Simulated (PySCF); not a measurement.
C₂H₄O₂, SMILES `C.O=C=O`.

PySCF calculation, r2SCAN/def2-SVPD, gas phase; geometry: GFN2-xTB.

Cartesian coordinates (Å):

```
C1      -2.8715    0.2491   -0.0000
H2      -2.9625    0.7698   -0.9445
H3      -3.7993   -0.2631    0.2189
H4      -2.6604    0.9627    0.7860
H5      -2.0671   -0.4720   -0.0602
O6       2.0738    0.7336   -0.0000
C7       1.3051   -0.1128   -0.0000
O8       0.5372   -0.9605    0.0000
```

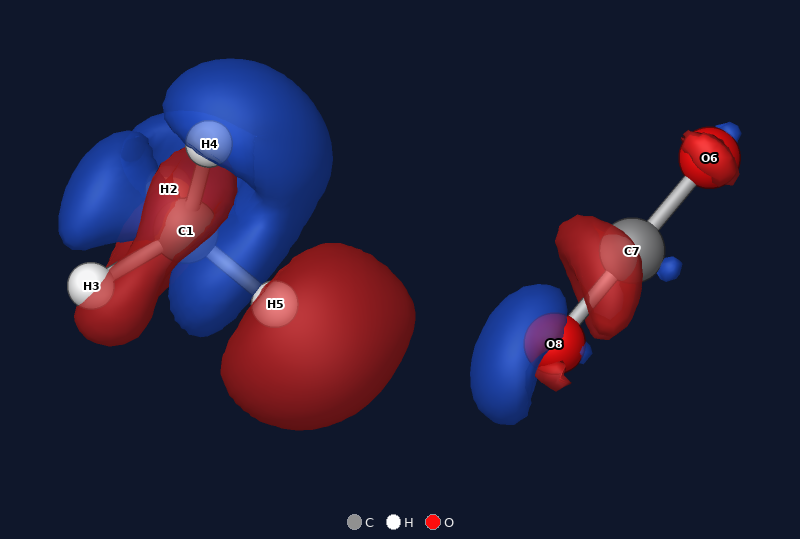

Density of the complex less the densities of the two fragments at the same geometry, ±0.0005 e/Å³ (blue: gain, red: loss). Fragment A: H4C (atoms 1–5); fragment B: CO2.

How is the density rearranged on binding?

Hirshfeld charges show almost no net transfer (under 0.005 e). 0.01 e is displaced in all, which induces a dipole of 0.07 D.

What is the interaction energy, and which contacts carry it?

The counterpoise-corrected interaction energy of the frozen fragments is −0.1 kcal/mol without dispersion correction and −0.3 kcal/mol with D3(BJ). The pair geometry is semi-empirical, not a minimum at this level. Contacts: H5···O8, weak C–H hydrogen bond, 2.65 Å, ρ = 0.006 a.u. The pose is a local one from a semi-empirical search, not shown to be the most stable.

The PySCF run took 45 s on 1 thread of Arm Neoverse V2, with other jobs on the host, peak memory 0.51 GiB.
